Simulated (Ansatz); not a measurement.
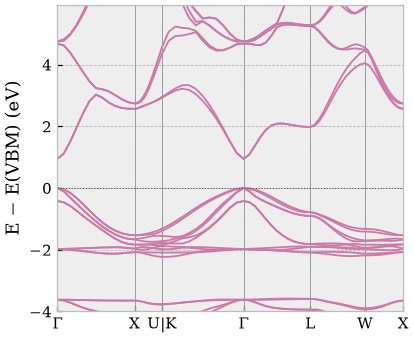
Band structure from DFT-PBE with spin–orbit coupling in the program Ansatz with PAW potentials

The gap is 0.95 eV; an edge lies off the plotted path or next to a special point (maximum on the Γ–X line, 1 % of the way from Γ, minimum at Γ).

The material is CuI (zinc blende, space group No. 216).

Space group F-43m (zinc blende). Symmetry was held in the PBE relaxation; phonons on a q-mesh show no instability. No spin polarisation was allowed.

Potentials: the later of the program's two PAW sets.
